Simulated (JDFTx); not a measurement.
```json
{
 "surface": "TiC(100), C/Ti outermost, slab composition Ti4C4",
 "bulk": "TiC, Fm-3m, lattice of mp-631 (not re-optimised)",
 "slab": "8 atoms in 4 planes, 1x1, 6.6 Å between the outermost planes",
 "in-plane cell": "3.063 × 3.063 Å, 9.38 Å²",
 "cell_height": "22.5 Å",
 "sampling": "8×8×1 k mesh, Fermi smearing 0.01 Ha, no spin polarisation"
}
```

Whether this polymorph is the ambient one wasn't checked. Neither spin polarisation nor a larger cell was tried.

Level of theory: PBE, GBRV ultrasoft potentials, plane waves to 20/100 Ha; code: JDFTx (a modified build). Liquid on both sides: CANDLE, water, 0.5 M KF; nuclei fixed, outer atoms relaxed in vacuum. SHE scale: U = −μ/e − 4.44 V, by convention. Both faces are the same ideal termination; reconstructions, overlayers and chemisorbed solvent are outside this model. Convergence in thickness and k mesh wasn't tested for this slab.

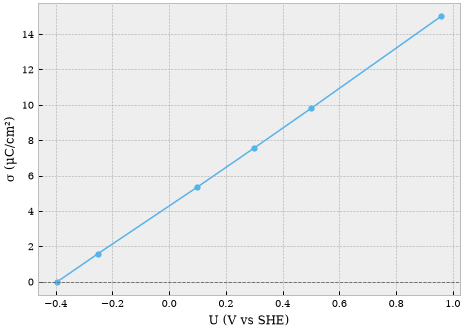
Figure. Surface charge density of TiC(100) against potential

Question: Read off the potential of zero charge and the mean capacitance σ/(U − U_pzc) at the computed point just above it.

Answer: U_pzc ≈ -0.39 V. At -0.25 V it is about 11 μF/cm².
